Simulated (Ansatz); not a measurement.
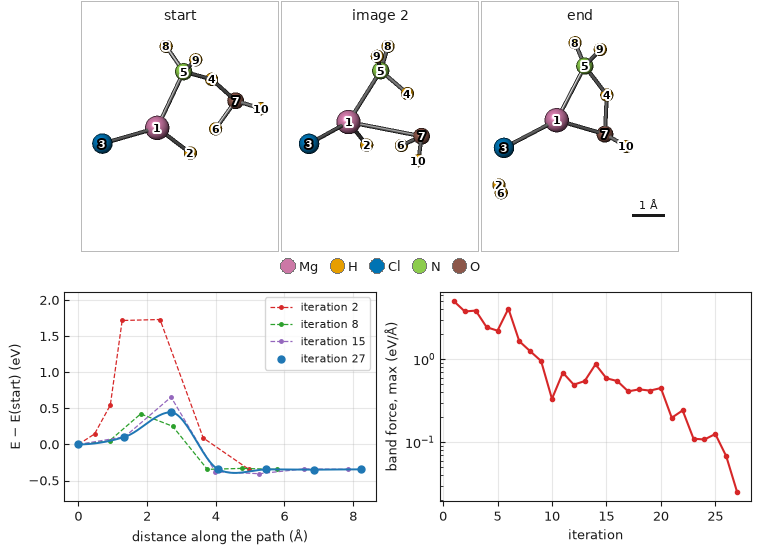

NEB run on MgNH6OCl. Images are numbered from 0 (start) to 6 (end). The plot follows the band through its iterations. Style: ball-and-stick. Shown at a tilt.

Computed with Ansatz, RKS r2SCAN-D4/STO-3G. Set-up: 5 movable images; climbing image; force threshold 0.03 eV/Å; iteration limit 60; starting path through a guess of the saddle point.

Q: How did the profile develop, and is the result final?

A: The result is final at these settings. The band converged in 27 iterations. The largest component of the band force went from 5 to 0.025 eV/Å. The climbing image converged on the top of the path. Its vibrational analysis gives one imaginary mode (320i cm⁻¹), as a transition state must have. The first iteration put the highest image at 3.18 eV. Forward barrier 0.45 eV, backward barrier 0.79 eV, with image 2 at the top; the reaction energy is −0.35 eV. Image 5 lies below both ends, at −0.35 eV, which points to an intermediate minimum that so few images don't resolve.

Limits of the set-up: STO-3G is a minimal basis, so the numbers are rough.
